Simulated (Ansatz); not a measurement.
**AlCl2H3O: density, localisation and related maps**

```xyz
7

Al    0.0836   -0.0776    0.1417
Cl    0.0168    0.5398    2.2074
Cl    1.8523    0.4498   -0.9131
H    -1.2963   -0.1647   -0.6426
O     0.3808   -2.0157    0.6087
H    -0.4022   -2.5708    0.4022
H     0.5001   -2.0430    1.5867
```

All numbers below come from RKS PBE-D4/6-31G* (Ansatz 0.2.0).

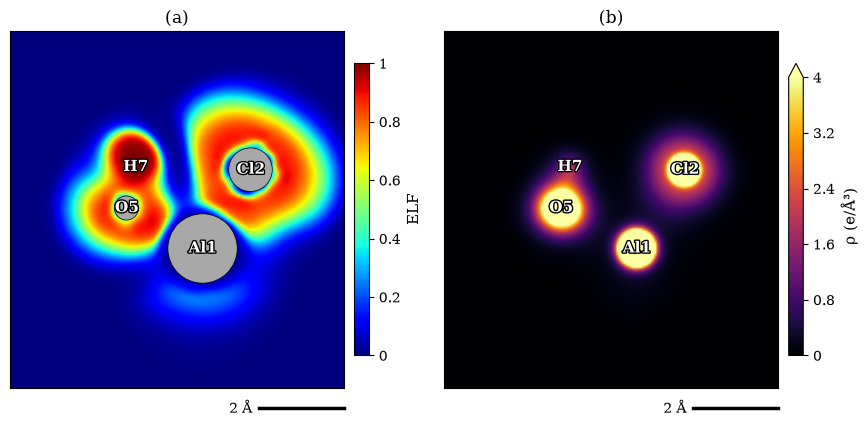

Figure 1. (a) electron localisation function; (b) total electron density on the plane of atoms Cl2, Al1 and O5. Grey discs cover the atomic cores in the ELF map.

What does the map show?

The section cuts through Al, Cl, O and H sites. Al–O (2.02 Å): ρ is about 0.41 e/Å³ halfway; the ELF peaks at about 0.90 in the valence shell of O, 0.7 Å from its nucleus, and is about 0.45 at the midpoint. O–H (0.99 Å): ρ is about 3.6 e/Å³ halfway; the ELF climbs to about 1 towards the hydrogen, as it does in any bond to H; an ordinary covalent bond to hydrogen. The ELF also peaks beside Cl2, away from the bonds: lone-pair regions.

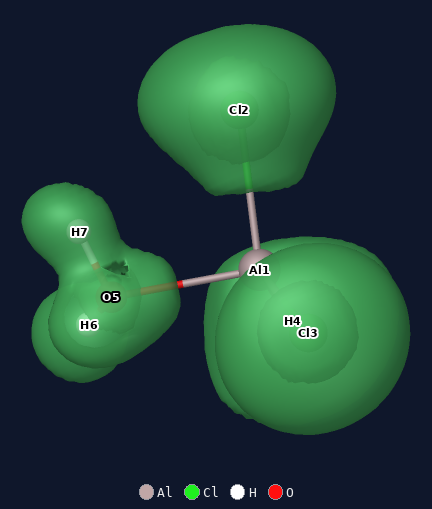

Figure 2. Isosurface of the electron localisation function at 0.75 (green), seen at a tilt. Core shells and regions of very low density are left out.

Describe the localisation domains.

The ELF exceeds this value in one region around a hydrogen nucleus, two regions on Cl in which the atom's valence shell and bonds are merged and one joined region spread over several atoms (H, O), in which their bonds and any lone pairs are merged.


 Al–Cl (2.13 Å): the ELF peaks at about 0.85 in the valence shell of Cl, 0.9 Å from its nucleus, and is about 0.80 at the midpoint.

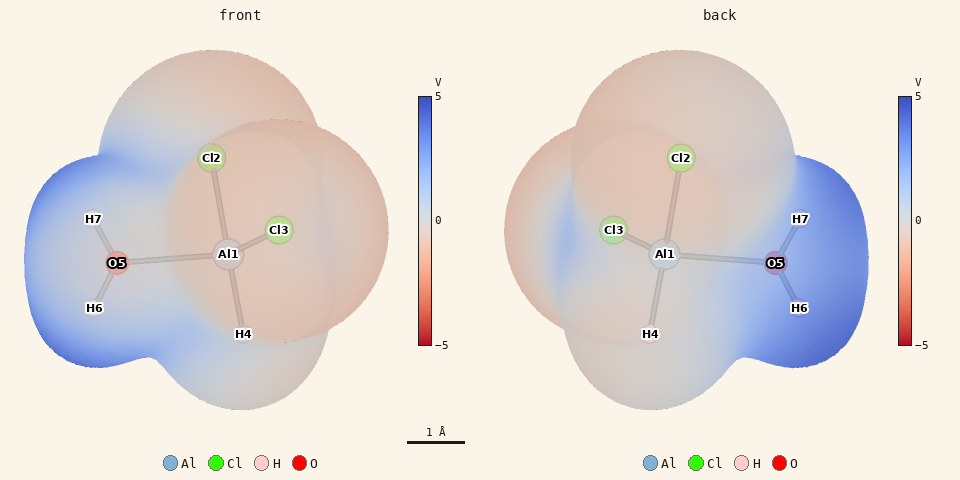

Figure 3. The electrostatic potential painted on the density surface at 0.002 e/bohr³, seen from the front and from behind; the colour scale runs from red (negative) to blue (positive).

Where is the surface potential most negative and most positive?

The most negative region (about −1.0 V) lies over Cl3, the most positive (about +4.1 V) over H6.

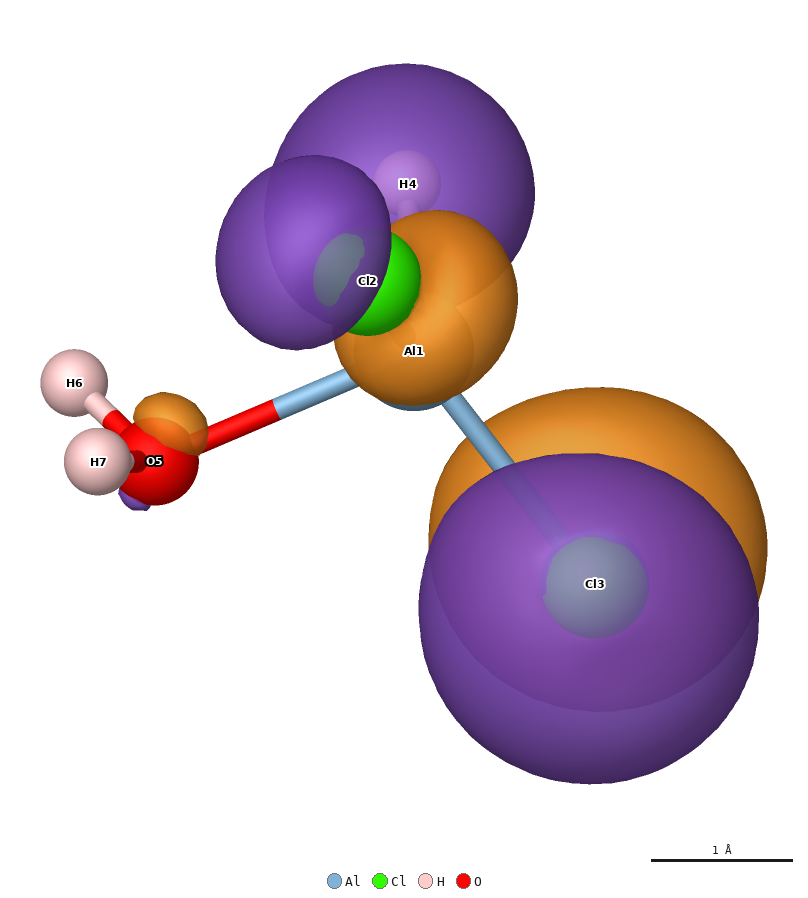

Figure 4. One frontier orbital at ±0.1 Å⁻³ᐟ² (orange and purple are the two phases), seen from one side.

Which orbital is it: HOMO or LUMO?

The HOMO, at −7.11 eV. Its weight (Hirshfeld) is mainly on Cl3 (about 70 %), H4 (about 10 %) and Cl2 (about 10 %); largely a lone pair of Cl3.
